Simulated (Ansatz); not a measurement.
**CH₂AlFOS (SMILES F[C]1(S)[O][AlH]1): density, localisation and related maps**

The calculation's input:

```
crystal:
  periodic: [false, false, false]
  atoms:
    - {symbol: F, position_ang: [0.072190, -1.728796, 0.470477]}
    - {symbol: C, position_ang: [-0.118227, -0.396763, 0.235256]}
    - {symbol: S, position_ang: [-0.546241, 0.453219, 1.764536]}
    - {symbol: O, position_ang: [-1.125610, -0.190715, -0.736618]}
    - {symbol: Al, position_ang: [0.341468, 0.434466, -1.406001]}
    - {symbol: H, position_ang: [0.636377, 0.233589, 2.360338]}
    - {symbol: H, position_ang: [0.801244, 1.126999, -2.733689]}
basis:
  gaussian: {orbitals: def2-TZVPP}
hamiltonian: {xc: pbe0, dispersion: d4}
output: {orbitals: {seedname: orbitals}}
```

Command:

```sh
ansatz run in.yaml --threads 2 --pin off --events-out ev --progress --plain --max-ram 4352MiB
```

Geometry: PBE0-D4/def2-TZVP.

The calculation used RKS PBE0-D4/def2-TZVPP in Ansatz.

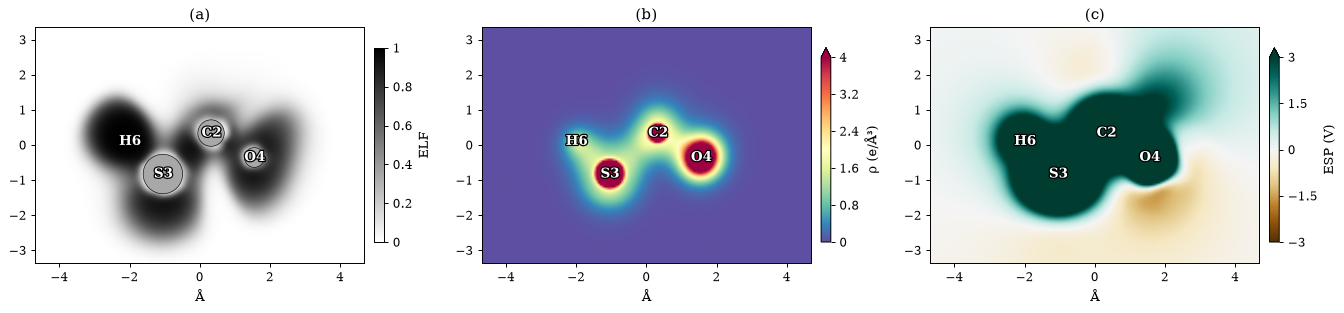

Figure 1. (a) electron localisation function; (b) electron density; (c) molecular electrostatic potential on the plane of atoms S3, C2 and O4. Grey discs cover the atomic cores in the ELF map.

> What do the fields say about this system?

Atoms in the plane: C, S, O and H. C–O (1.41 Å): the density is about 2.1 e/Å³ at the midpoint; the ELF peaks at about 0.85 between the atoms, as expected for a polar covalent bond. C–S (1.80 Å): ρ at the midpoint is about 1.3 e/Å³; the ELF peaks at about 0.95 between the atoms: a covalent bond. S–H (1.34 Å): the density is about 1.5 e/Å³ at the midpoint; the ELF climbs to about 1 towards the hydrogen, as it does in any bond to H. The ELF also peaks beside S3 and O4, away from the bonds: lone-pair regions. Outside the dense part of the molecule the potential is most negative (−1.6 V) near O4.

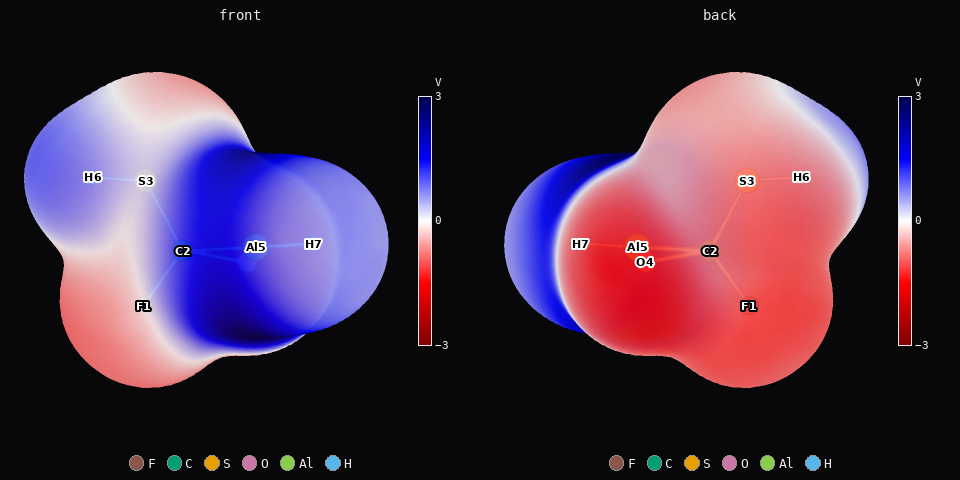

Figure 2. The molecular electrostatic potential painted on the density surface at 0.001 e/bohr³, seen from the front and from behind; the colour scale runs from red (negative) to blue (positive).

> Which sites attract a positive test charge, and which a negative one?

A positive charge is drawn to the negative regions and a negative charge to the positive ones. The most negative region (about −1.4 V, or −32 kcal/mol for a unit charge) lies over O4, the most positive (about +2.9 V, or +67 kcal/mol for a unit charge) over Al5. O4 is the likeliest acceptor of a hydrogen bond.

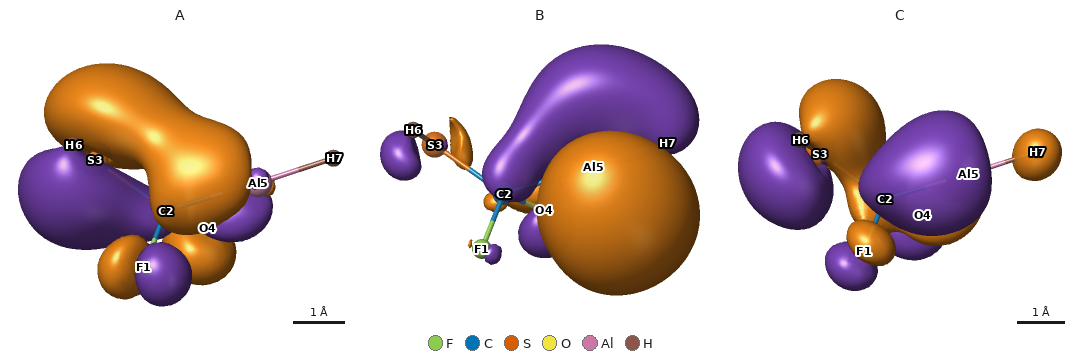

Figure 3. Three frontier orbitals at ±0.08 Å⁻³ᐟ² (orange and purple are the two phases), in no order.

> Which picture is the HOMO−1, the HOMO and the LUMO?

A is the HOMO−1 (−7.69 eV). It lies mainly on S3 (about 60 %), O4 (about 10 %), C2 (about 10 %), F1 (about 10 %) and Al5 (about 5 %). C is the HOMO (−6.42 eV). It lies mainly on S3 (about 35 %), C2 (about 20 %), Al5 (about 20 %) and O4 (about 15 %). B is the LUMO (−1.60 eV). By Hirshfeld shares it lies mainly on Al5 (about 75 %) and H7 (about 10 %).

> What is the HOMO–LUMO gap?

4.82 eV between the orbital energies.
